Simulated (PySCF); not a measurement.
Input file:

```
{"job": {"kind": "epr", "basis": "pcH-1"}, "charge": 0, "multiplicity": 2}
C     -1.340822    -1.131847     0.679383
C     -0.421531    -0.010769     0.690833
C      0.941314    -0.204617     0.049144
C      1.923812    -1.043869     0.293201
C      0.715522     0.868440    -0.986458
C     -0.661199     1.062300    -0.429318
N     -1.603211     1.779354    -0.802950
H     -1.289259    -1.851048    -0.115595
H     -2.198263    -1.147894     1.324876
H     -0.385224     0.480170     1.668656
H      2.827202    -1.046799    -0.294351
H      1.862927    -1.761270     1.094253
H      0.737350     0.537780    -2.025098
H      1.354865     1.747364    -0.896469
H     -2.467898     1.730696    -0.272019
```

Run with:

```sh
OMP_NUM_THREADS=1 python probes_run.py task.json out
```

Geometry: GFN2-xTB.

Theory: PySCF 2.14.0, density-fitted response routines, UKS B3LYP, pcH-1 on C H N, non-relativistic, mean-field spin-orbit, GIAO.

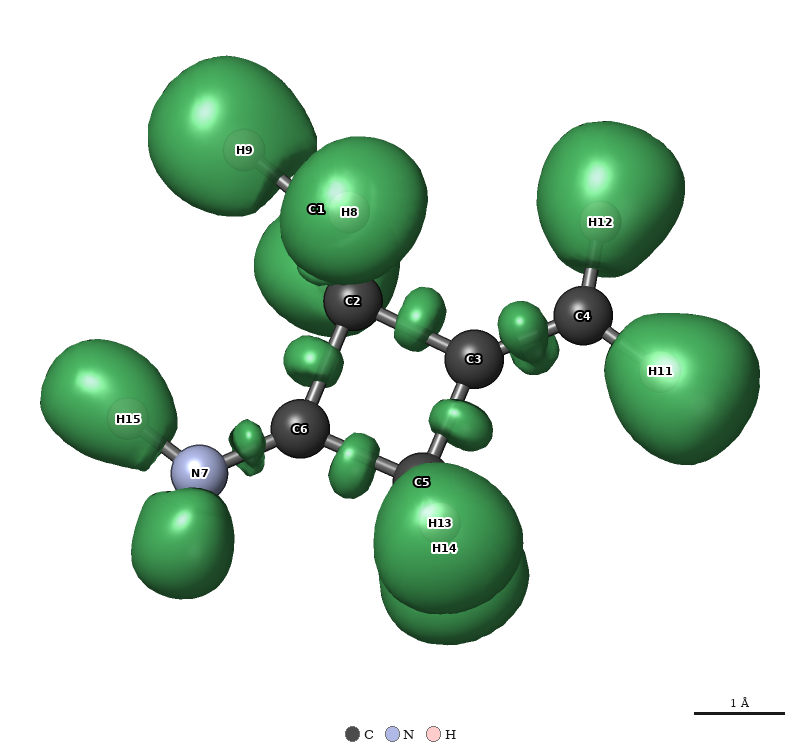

C$_{6}$H$_{8}$N (doublet). Isosurface of the electron localisation function at 0.85 (green), seen across its widest extent. Only the valence region is drawn (cores and ρ < 0.01 e/Å³ removed).

Where are the electrons localised?

At this value the surface marks out six regions between bonded C–C atoms (shared pairs), one region between bonded C–N atoms (shared pairs), eight regions around hydrogen nuclei and one lobe on N, pointing away from the bonds (non-bonding electrons). Along the contacts the grid gives the following. C–N (1.24 Å): the ELF peaks at about 0.90 between the atoms (a multiple bond). C–C (1.31 Å): the ELF peaks at about 0.95 between the atoms; a short, multiple covalent bond.
